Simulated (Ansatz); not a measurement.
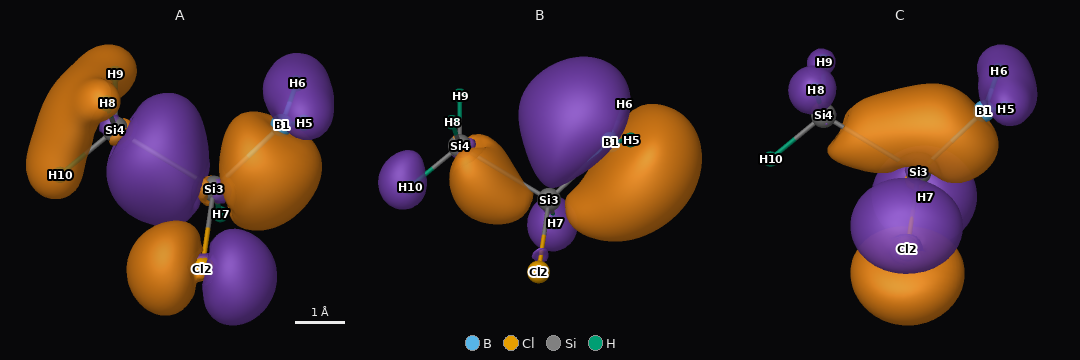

Figure. BClH$_{6}$Si$_{2}$. Three frontier orbitals at ±0.08 Å⁻³ᐟ² (orange and purple are the two phases), in no order.

Geometry: PBE-D3(BJ)/def2-SVP.

These are results of Ansatz, isolated molecule in a Gaussian basis; Kohn-Sham density functional theory, functional PBE0, not measurements.

```xyz
10

B    -0.7605    1.4690    0.9110
Cl    1.3794    0.0550   -1.4087
Si   -0.5496    0.7342   -0.9236
Si   -1.9318   -1.1942   -0.9455
H     0.0399    1.2596    1.7996
H    -1.7992    2.0462    1.1768
H    -1.0135    1.6482   -2.0274
H    -1.4983   -2.1381    0.1421
H    -3.3745   -0.8210   -0.7313
H    -1.7789   -1.8729   -2.2794
```

Order the three orbitals by energy and name them.

C is the HOMO−1 (−8.68 eV). It lies mainly on Cl2 (about 45 %), Si3 (about 20 %), H7 (about 15 %) and B1 (about 10 %). A is the HOMO (−7.84 eV). Its weight (Hirshfeld) is mainly on Si3 (about 25 %), Si4 (about 25 %), Cl2 (about 20 %) and B1 (about 15 %). B is the LUMO (−2.82 eV). By Hirshfeld shares it lies mainly on B1 (about 55 %), Si3 (about 15 %) and Si4 (about 10 %).

What is the HOMO–LUMO gap?

5.02 eV between the orbital energies.
